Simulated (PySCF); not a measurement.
**H$_{3}$O$_{3}$Si$_{2}$ (doublet): density, localisation and related maps**

```xyz
8

O     0.0543   -0.2372    1.1637
Si   -0.0443   -1.2343   -0.2105
O    -0.0343    0.1610   -1.1830
Si    0.0837    1.1368    0.1870
O    -1.1449    2.2360    0.4210
H     1.1568   -2.0841   -0.4051
H    -1.2994   -2.0214   -0.2925
H     1.2740    2.0147    0.2914
```

Geometry: PBE0-D3(BJ)/def2-SVP.

The calculation used UKS B3LYP, IGLO-III on O Si, pcH-1 on H, non-relativistic, mean-field spin-orbit, GIAO in PySCF 2.14.0, density-fitted response routines.

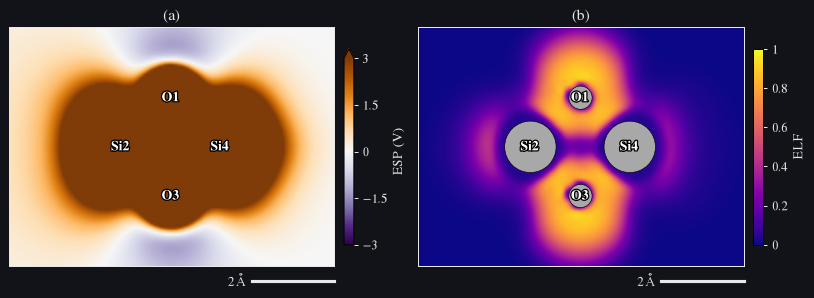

Figure 1. (a) molecular electrostatic potential; (b) electron localisation function on the plane of atoms O1, Si4 and Si2. Grey discs cover the atomic cores in the ELF map.

### Read the bonding off the picture.

Atoms in the plane: O and Si. Si–O (1.69 Å): the ELF peaks at about 0.85 between the atoms (a shared but strongly polarised pair). Si–Si (2.41 Å): the ELF is about 0.20 at the midpoint. The ELF also peaks beside O3 and O1, away from the bonds: non-bonding electrons, paired or unpaired. Outside the dense part of the molecule the potential is most negative (−1.3 V) near O1 and O3.

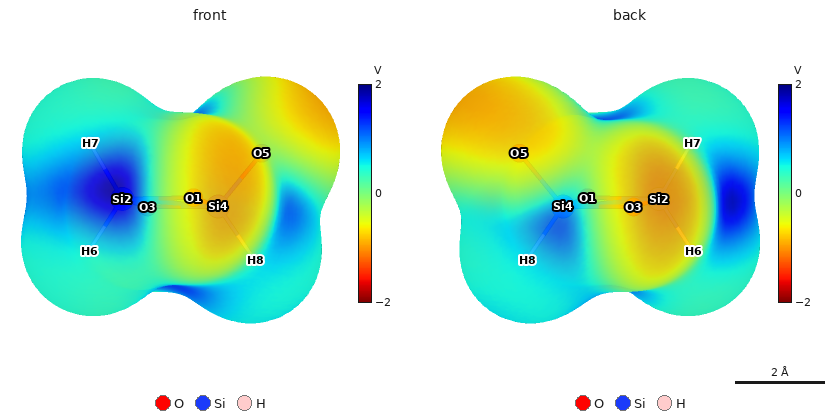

Figure 2. The electrostatic potential painted on the density surface at 0.001 e/bohr³, seen from the front and from behind; red is negative and blue positive.

### Where is the surface potential most negative and most positive?

The most negative region (about −0.9 V, or −21 kcal/mol for a unit charge) lies over O1, O3 and O5, the most positive (about +1.7 V, or +39 kcal/mol for a unit charge) over Si2.
